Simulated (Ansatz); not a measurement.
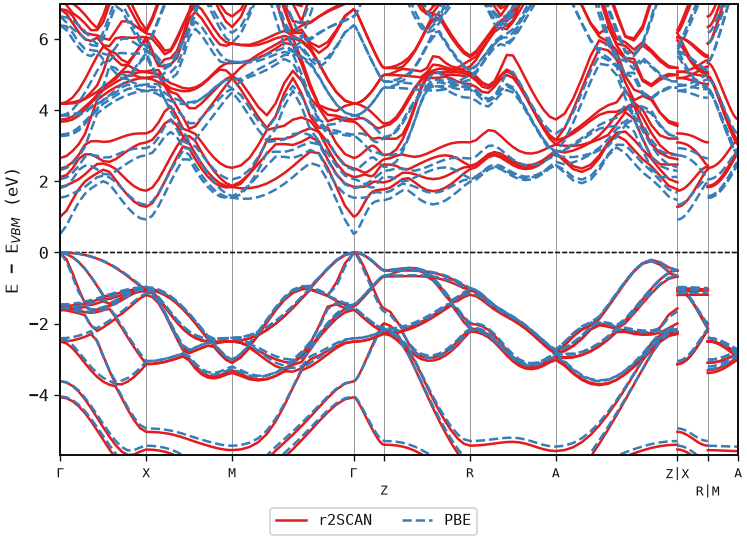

Band structures of AlGa3As4, space group P-4m2 (No. 115), 8 atoms in the cell, by two methods on the same cell. Each is counted from its own valence-band top.

> How do the methods compare?

r2SCAN gives a gap of 1.01 eV along the path and PBE gives a gap of 0.52 eV along the path. Over the top 3 filled bands the two differ by 0.05 eV on average.

Settings. r2SCAN: DFT r2SCAN, scalar-relativistic, plane waves, PAW, no spin polarisation, 10×10×4 k mesh, 500 eV cutoff, Gaussian smearing of 0.02 eV (Ansatz). PBE: DFT PBE, scalar-relativistic, plane waves, PAW, no spin polarisation, 10×10×4 k mesh, 420 eV cutoff, Gaussian smearing of 0.02 eV (Ansatz).

The structure is an invented one, so it need not be a known or stable phase.
